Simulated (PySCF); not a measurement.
# As4 (Arsenic tetramer) at 5 levels

We compute a comparison of 5 runs (HF/6-31G, HF/def2-SVP, PBE0/def2-SVP, wB97X/pcseg-2, PBE0/def2-TZVP) of As4 (Arsenic tetramer). Input form: a Python script.

The calculation is run with PySCF 2.14.0.

## Step 1: The molecule

The species is As4 (4 atoms), meant as a singlet with charge 0. As SMILES, `[As]12[As]3[As]1[As]23`. Geometry: a GFN2-xTB relaxation, a rough one for these elements and not checked as a minimum.

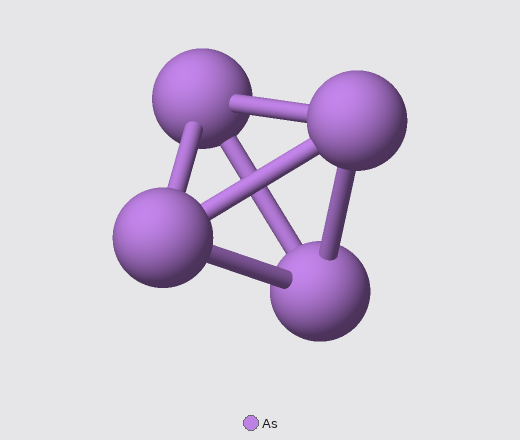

The structure, seen from a chosen angle (arsenic purple).

## Step 2: Energy and gradient at HF/6-31G (run 1)

job.py

```python
# Arsenic tetramer
import pyscf.grad
from pyscf import gto, scf

molecule = gto.Mole()
molecule.atom = '''
As     0.401040    -1.020970     0.966290
As    -0.240200     1.260480     0.698420
As    -1.222890    -0.424300    -0.677840
As     1.062050     0.184790    -0.986870
'''
molecule.charge = 0
molecule.basis = '6-31g'
molecule.verbose = 4
molecule.max_memory = 1860
molecule.build()

myscf = scf.RHF(molecule)
myscf.conv_tol = 1e-10
myscf.kernel()
if not myscf.converged:
    myscf = myscf.newton().run(myscf.mo_coeff, myscf.mo_occ)

e_final = myscf.e_tot
print('E = %.10f Eh' % e_final)
grad = myscf.Gradients().kernel()
dip = myscf.dip_moment()
pop, q = myscf.mulliken_pop()
```

The run is started by

```console
$ OMP_NUM_THREADS=1 python job.py
```

Output:

```text
PySCF version 2.14.0

[... 56 lines left out ...]
converged SCF energy = -8935.38235272678
[... 11 lines left out ...]
Dipole moment(X, Y, Z, Debye): -0.00071,  0.00091, -0.00014
[... 113 lines left out ...]
charge of    3As =     -0.00001
```

It took 47 s on 1 thread of Arm Neoverse V2, shared host; peak memory 0.25 GiB.

## Step 3: Energy and forces at HF/def2-SVP (run 2)

start.xyz

```xyz
4
As4
As     0.401040    -1.020970     0.966290
As    -0.240200     1.260480     0.698420
As    -1.222890    -0.424300    -0.677840
As     1.062050     0.184790    -0.986870
```

calc.py

```python
import pyscf.grad
from pyscf import gto, scf

system = gto.M(
    atom='start.xyz',
    max_memory=1860,
    basis='def2-svp',
    verbose=4,
    charge=0,
    spin=0,
)

hf = scf.RHF(system)
hf.conv_tol = 1e-10
hf.kernel()
if not hf.converged:
    hf = hf.newton().run(hf.mo_coeff, hf.mo_occ)

energy = hf.e_tot
print('Final energy', energy)
grad = hf.Gradients().kernel()
dip = hf.dip_moment()
pop, q = hf.mulliken_pop()
```

The run is started by

```console
$ OMP_NUM_THREADS=1 python calc.py
```

Output:

```text
PySCF version 2.14.0

[... 56 lines left out ...]
converged SCF energy = -8935.76503594492
Final energy -8935.765035944922
[... 10 lines left out ...]
Dipole moment(X, Y, Z, Debye): -0.00052,  0.00066, -0.00010
[... 133 lines left out ...]
charge of    3As =      0.00002
```

Wall time 26 s (1 thread of Arm Neoverse V2, shared host); peak memory 0.37 GiB.

Runs 3 to 4 aren't shown in full; the table further down has their settings and results.

## Step 4: Energy and gradient at PBE0/def2-TZVP (run 5)

input.py

```python
# Arsenic tetramer
import pyscf.grad
from pyscf import gto, dft

system = gto.M(
    atom='''
As     0.401040    -1.020970     0.966290
As    -0.240200     1.260480     0.698420
As    -1.222890    -0.424300    -0.677840
As     1.062050     0.184790    -0.986870
''',
    spin=0,
    max_memory=1860,
    basis='def2-tzvp',
    verbose=3,
)

myscf = dft.RKS(system)
myscf.xc = 'pbe0'
myscf.grids.level = 5
myscf.conv_tol = 1e-10
myscf.kernel()
if not myscf.converged:
    myscf = myscf.newton().run(myscf.mo_coeff, myscf.mo_occ)

e_tot = myscf.e_tot
print('Final energy', e_tot)
grad = myscf.Gradients().kernel()
dip = myscf.dip_moment()
pop, q = myscf.mulliken_pop()
```

The run is started by

```console
$ OMP_NUM_THREADS=1 python input.py
```

Output:

```text
converged SCF energy = -8942.54209552461
Final energy -8942.542095524614
[... 7 lines left out ...]
Dipole moment(X, Y, Z, Debye): -0.00028,  0.00042, -0.00010
[... 197 lines left out ...]
charge of    3As =     -0.00001
```

Run time: 3.1 min. Hardware: 1 thread of Arm Neoverse V2, shared host; peak memory 2.9 GiB.

## Step 5: All runs side by side

| run | level | integration grid | energy (Eh) | dipole moment (D) | HOMO energy (eV) | LUMO energy (eV) | wall time |
| --- | --- | --- | --- | --- | --- | --- | --- |
| 1 | HF/6-31G | – | -8935.382353 | 0.00 | -9.42 | 1.62 | 47 s |
| 2 | HF/def2-SVP | – | -8935.765036 | 0.00 | -9.04 | 2.28 | 26 s |
| 3 | PBE0/def2-SVP | 5 | -8941.432355 | 0.00 | -7.09 | -0.83 | 58 s |
| 4 | wB97X/pcseg-2 | 5 | -8943.927224 | 0.00 | -9.01 | 1.04 | 14 min |
| 5 | PBE0/def2-TZVP | 5 | -8942.542096 | 0.00 | -7.05 | -0.87 | 3.1 min |

## Step 6: Results

| quantity | value |
| --- | --- |
| run 5: total energy | -8942.54210 Eh |
| run 5: dipole moment | 0.00 D |
| run 5: HOMO energy | -7.05 eV |
| run 5: LUMO energy | -0.87 eV |
| run 5: HOMO–LUMO gap | 6.19 eV |
| run 5: largest force on an atom | 0.957 eV/Å |

What this shows: The HOMO–LUMO gap runs from 6.19 eV (PBE0/def2-TZVP) to 11.31 eV (HF/def2-SVP). The two ends differ in method and basis. Totals of different functionals can't be ranked against each other. All runs together took 19 min, the longest 14 min.
